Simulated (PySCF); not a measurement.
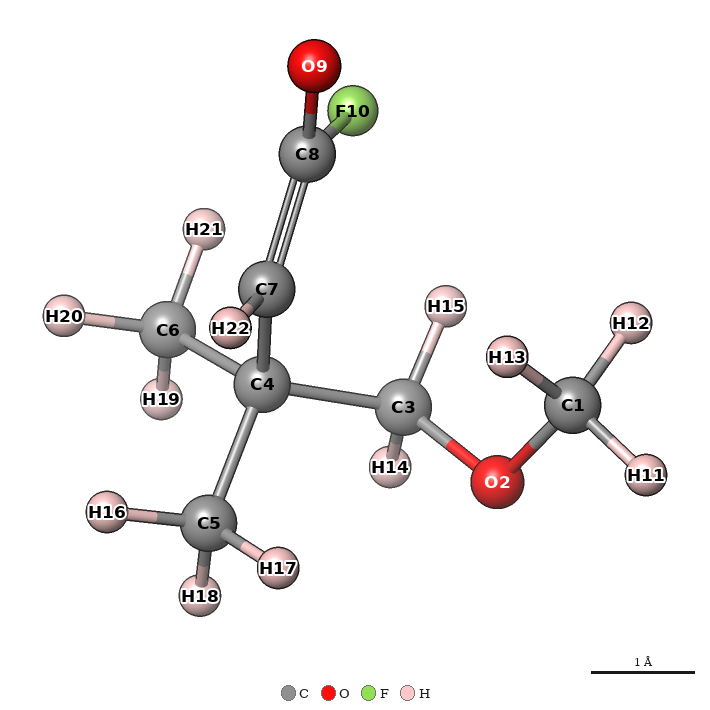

Orthographic view. Distant atoms are faded towards the background colour. Charge −1, singlet. Computed geometry: PBE0-D3(BJ)/def2-SVP optimisation. No frequency run is at hand to confirm it as a minimum.

Write a MOL file (V2000) with the atoms in numerical order, bonds sorted by atom number with the orders drawn, and coordinates in the frame of the picture: x right, y up, z towards the viewer, origin at the mean position.

```
C7H12FO2
                    3D

 22 21  0  0  0  0  0  0  0  0999 V2000
    2.4000   -0.4000    0.7900 C   0  0  0  0  0  0  0  0  0  0  0  0
    1.6600   -1.1500   -0.1200 O   0  0  0  0  0  0  0  0  0  0  0  0
    0.7400   -0.4100   -0.9000 C   0  0  0  0  0  0  0  0  0  0  0  0
   -0.6500   -0.1900   -0.2400 C   0  0  0  0  0  0  0  0  0  0  0  0
   -1.1700   -1.5500    0.2200 C   0  0  0  0  0  0  0  0  0  0  0  0
   -1.5700    0.3500   -1.3500 C   0  0  0  0  0  0  0  0  0  0  0  0
   -0.6000    0.7400    0.9500 C   0  0  0  0  0  0  0  0  0  0  0  0
   -0.2000    2.0700    0.9600 C   0  0  0  0  0  0  0  0  0  0  0  0
   -0.1400    2.9300    1.8200 O   0  0  0  0  0  0  0  0  0  0  0  0
    0.2400    2.4900   -0.3500 F   0  0  0  0  0  0  0  0  0  0  0  0
    3.1100   -1.0800    1.2800 H   0  0  0  0  0  0  0  0  0  0  0  0
    2.9700    0.4100    0.2900 H   0  0  0  0  0  0  0  0  0  0  0  0
    1.7600    0.0800    1.5600 H   0  0  0  0  0  0  0  0  0  0  0  0
    0.6100   -1.0000   -1.8300 H   0  0  0  0  0  0  0  0  0  0  0  0
    1.1500    0.5700   -1.1600 H   0  0  0  0  0  0  0  0  0  0  0  0
   -2.1700   -1.4400    0.6800 H   0  0  0  0  0  0  0  0  0  0  0  0
   -0.4900   -1.9900    0.9600 H   0  0  0  0  0  0  0  0  0  0  0  0
   -1.2600   -2.2600   -0.6200 H   0  0  0  0  0  0  0  0  0  0  0  0
   -1.6300   -0.3300   -2.2200 H   0  0  0  0  0  0  0  0  0  0  0  0
   -2.5900    0.4800   -0.9400 H   0  0  0  0  0  0  0  0  0  0  0  0
   -1.2200    1.3300   -1.6800 H   0  0  0  0  0  0  0  0  0  0  0  0
   -0.9600    0.3600    1.9100 H   0  0  0  0  0  0  0  0  0  0  0  0
  1  2  1  0
  1 11  1  0
  1 12  1  0
  1 13  1  0
  2  3  1  0
  3  4  1  0
  3 14  1  0
  3 15  1  0
  4  5  1  0
  4  6  1  0
  4  7  1  0
  5 16  1  0
  5 17  1  0
  5 18  1  0
  6 19  1  0
  6 20  1  0
  6 21  1  0
  7  8  2  0
  7 22  1  0
  8  9  1  0
  8 10  1  0
M  CHG  1   9  -1
M  END
```
